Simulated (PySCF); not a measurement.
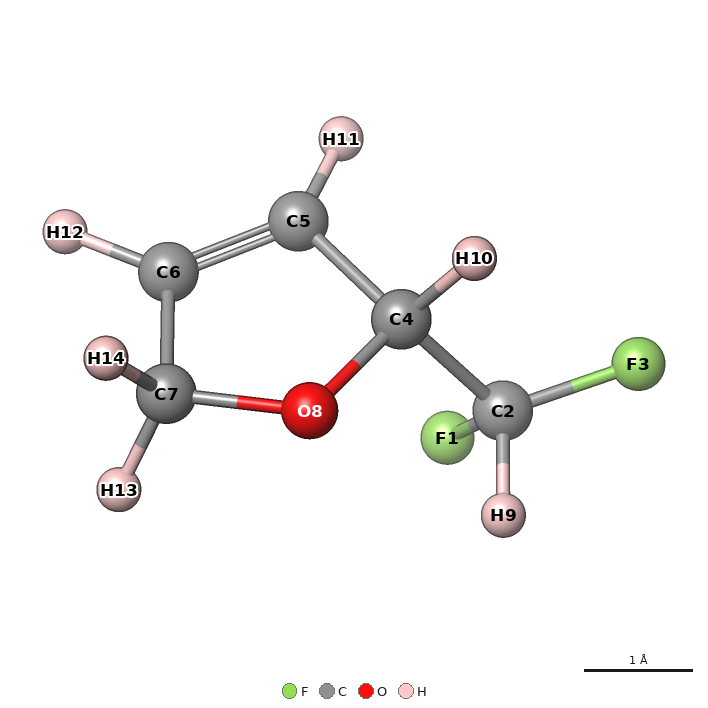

Orthographic view. Distant atoms are faded towards the background colour. Geometry: a frame of a GFN2-xTB molecular-dynamics simulation, not a minimum.

Write a MOL file (V2000) with the atoms in numerical order, bonds sorted by atom number with the orders drawn, and coordinates in the frame of the picture: x right, y up, z towards the viewer, origin at the mean position.

```
C5H6F2O
                    3D

 14 14  0  0  0  0  0  0  0  0999 V2000
    1.1400   -0.8700   -1.7400 F   0  0  0  0  0  0  0  0  0  0  0  0
    1.6600   -0.6200   -0.5300 C   0  0  0  0  0  0  0  0  0  0  0  0
    2.9100   -0.1800   -0.7100 F   0  0  0  0  0  0  0  0  0  0  0  0
    0.7100    0.2300    0.3800 C   0  0  1  0  0  0  0  0  0  0  0  0
   -0.2400    1.1400   -0.3600 C   0  0  0  0  0  0  0  0  0  0  0  0
   -1.4500    0.6700   -0.2500 C   0  0  0  0  0  0  0  0  0  0  0  0
   -1.4700   -0.4600    0.7200 C   0  0  0  0  0  0  0  0  0  0  0  0
   -0.1400   -0.6200    1.1000 O   0  0  0  0  0  0  0  0  0  0  0  0
    1.6600   -1.5900   -0.0100 H   0  0  0  0  0  0  0  0  0  0  0  0
    1.3900    0.8000    1.0600 H   0  0  0  0  0  0  0  0  0  0  0  0
    0.1500    1.9100   -0.9800 H   0  0  0  0  0  0  0  0  0  0  0  0
   -2.4100    1.0500   -0.6400 H   0  0  0  0  0  0  0  0  0  0  0  0
   -1.9100   -1.3500    0.3300 H   0  0  0  0  0  0  0  0  0  0  0  0
   -2.0300   -0.1300    1.6300 H   0  0  0  0  0  0  0  0  0  0  0  0
  1  2  1  0
  2  3  1  0
  2  4  1  0
  2  9  1  0
  4  5  1  0
  4  8  1  0
  4 10  1  0
  5  6  2  0
  5 11  1  0
  6  7  1  0
  6 12  1  0
  7  8  1  0
  7 13  1  0
  7 14  1  0
M  END
```
